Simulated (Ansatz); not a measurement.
# SiH3O (SMILES [O][SiH3]) at U-wB97M-V/STO-3G

What is the electronic atomisation energy of SiH3O at U-wB97M-V/STO-3G? 

Program for the calculation: Ansatz 0.2.0.

65 further runs of the same task are left out: 16 that didn't finish, 49 set aside as unsound or not needed.

## 1. The molecule

SiH3O has 5 atoms, charge 0, and is taken as a doublet. SMILES: `[O][SiH3]`. The coordinates come from a GFN2-xTB relaxation.

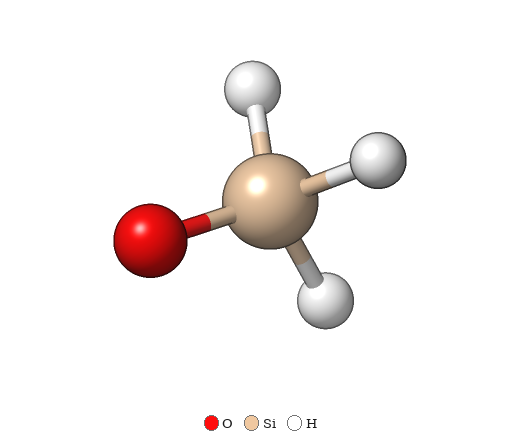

The structure, seen from a chosen angle (oxygen red, silicon light orange, hydrogen white).

## 2. The energy at U-wB97M-V/STO-3G

run.yaml reads:

```yaml
basis:
  gaussian:
    orbitals: STO-3G
crystal:
  periodic: [false, false, false]
  atoms:
    - {symbol: O, position_ang: [-1.416610, 0.267850, 0.690210]}
    - {symbol: Si, position_ang: [-0.065850, 0.007840, 0.019870]}
    - {symbol: H, position_ang: [-0.120650, -0.242400, -1.447490]}
    - {symbol: H, position_ang: [0.685890, -1.159260, 0.572930]}
    - {symbol: H, position_ang: [0.917210, 1.125960, 0.164480]}
magnetization:
  spin_polarized: true
  initial_magnetization: 1
hamiltonian:
  xc: {name: wB97M-V}
accuracy: high
```

On the command line:

```sh
$ ansatz run run.yaml --threads 1 --pin off --max-ram 2610MiB --events-out events.jsonl --progress --plain --runs-dir runs
```

What it wrote:

```text
Warning: RAYON_NUM_THREADS=1 ignored (pool sized by the plan → 1); use --threads N
Functional definition: wB97M-V
  name "wB97M-V"
  parameter omega = 0.3/bohr
  parameter cx = 0.15
  parameter cx01 = 1.007
  parameter cx10 = 0.259
  parameter css00 = 0.443
  parameter css04 = -1.437
  parameter css10 = -4.535
  parameter css20 = -3.390
  parameter css43 = 4.278
  parameter cos00 = 1.000
  parameter cos10 = 1.358
  parameter cos20 = 2.924
  parameter cos21 = -8.812
  parameter cos60 = -1.390
  parameter cos61 = 9.142
  parameter b = 6.0
  parameter c = 0.01
  gx(w, u) = 1 - cx + cx01*u + cx10*w
  gss(w, u) = css00 + css04*u^4 + css10*w + css20*w^2 + css43*w^4*u^3
  gos(w, u) = cos00 + cos10*w + (cos20 + cos21*u)*w^2 + (cos60 + cos61*u)*w^6
  exchange = spin_sum(e_x_unif_sr(omega)*gx(b97_w, b97_u_x)) + cx*exact_x_sr(omega) + exact_x_lr(omega)
  correlation = spin_sum(e_c_pw_mod_same_spin*gss(b97_w, b97_u_same))
      + integral(e_c_pw_mod_opposite_spin*gos(b97_w_opposite, b97_u_opposite)) + vv10(b, c)
290 factors; integrals over basis functions are off by at most 2.8e-8 eV
132 factors; integrals over basis functions are off by at most 8.1e-10 eV
mean field evaluation 1: about -9848.4326 eV, gradient 1.7e1 eV
mean field evaluation 2: about -9849.9739 eV, gradient 1.3e1 eV
mean field evaluation 4: about -9851.2070 eV, gradient 6.6e-1 eV
mean field evaluation 8: about -9851.1881 eV, gradient 1.7e-2 eV
mean field evaluation 16: about -9851.1881 eV, gradient 2.8e-4 eV
mean field evaluation 32: about -9851.1694 eV, gradient 9.2e-1 eV
mean field -9851.18805821 eV, -362.0244837641 hartree, gradient 3.3e-8 eV, S^2 0.752812; 2 other end points of the search recorded, 0 dependent functions left out
reference -9851.18806037 eV, -362.0244838434 hartree; 13, 12 occupied and 4, 5 virtual orbitals, 290 factors
Total energy: -9851.18806037 eV, -362.0244838434 hartree
```

Run time: 47 s. Hardware: 1 thread of Arm Neoverse V1, shared host; peak memory 0.46 GiB.

## 3. The H atom, same level

molecule.yaml reads:

```yaml
crystal:
  periodic: [false, false, false]
  atoms:
    - symbol: H
      position_ang: [0.000000, 0.000000, 0.000000]
basis:
  gaussian:
    orbitals: STO-3G
accuracy: high
magnetization:
  spin_polarized: true
  initial_magnetization: 1
hamiltonian:
  xc: {name: wB97M-V}
```

Run the same way, it converges to -0.45654 Eh (log not shown).

## 4. The O atom at the same level

job.yaml reads:

```yaml
crystal:
  periodic: [false, false, false]
  atoms:
    - {symbol: O, position_ang: [0.000000, 0.000000, 0.000000]}
basis:
  gaussian:
    orbitals: STO-3G
magnetization:
  spin_polarized: true
  initial_magnetization: 2
hamiltonian:
  xc: {name: wB97M-V}
accuracy: high
```

On the command line:

```sh
$ ansatz run job.yaml --threads 1 --pin off --max-ram 2610MiB --events-out events.jsonl --progress --plain --runs-dir runs
```

What it wrote (excerpt; [...] marks lines left out):

```text
Warning: RAYON_NUM_THREADS=1 ignored (pool sized by the plan → 1); use --threads N
Functional definition: wB97M-V
  name "wB97M-V"
[...]
  gx(w, u) = 1 - cx + cx01*u + cx10*w
  gss(w, u) = css00 + css04*u^4 + css10*w + css20*w^2 + css43*w^4*u^3
  gos(w, u) = cos00 + cos10*w + (cos20 + cos21*u)*w^2 + (cos60 + cos61*u)*w^6
[...]
      + integral(e_c_pw_mod_opposite_spin*gos(b97_w_opposite, b97_u_opposite)) + vv10(b, c)
15 factors; integrals over basis functions are off by at most 1.1e-9 eV
15 factors; integrals over basis functions are off by at most 3.1e-10 eV
[...]
mean field -2014.77087902 eV, -74.0414641433 hartree, gradient 0.0e0 eV, S^2 2.000000; 0 other end points of the search recorded, 0 dependent functions left out
reference -2014.77087952 eV, -74.0414641616 hartree; 5, 3 occupied and 0, 2 virtual orbitals, 15 factors
Total energy: -2014.77087952 eV, -74.0414641616 hartree
```

It took 1.2 s on 1 thread of Arm Neoverse V1, shared host; peak memory 0.15 GiB.

## 5. The Si atom

run.yaml reads:

```yaml
crystal:
  periodic: [false, false, false]
  atoms:
    - {symbol: Si, position_ang: [0.000000, 0.000000, 0.000000]}
basis:
  gaussian:
    orbitals: STO-3G
magnetization:
  spin_polarized: true
  initial_magnetization: 2
hamiltonian:
  xc: {name: wB97M-V}
accuracy: high
```

Run the same way, it converges to -285.96702 Eh (log not shown).

## 6. Outcome

At U-wB97M-V/STO-3G:

| quantity | value |
| --- | --- |
| molecule: total energy | -362.02448 Eh |
| molecule: ⟨S²⟩ | 0.753 |
| H atom: total energy | -0.45654 Eh |
| H atom: ⟨S²⟩ | 0.750 |
| O atom: total energy | -74.04146 Eh |
| O atom: ⟨S²⟩ | 2.000 |
| Si atom: total energy | -285.96702 Eh |
| Si atom: ⟨S²⟩ | 2.000 |
| electronic atomisation energy | 17.589 eV |

What this shows: Taking the molecule apart into free atoms costs 17.59 eV (1697 kJ/mol), before zero-point energy and without spin-orbit coupling. In a minimal basis such a difference can be off by several eV, whatever the method.
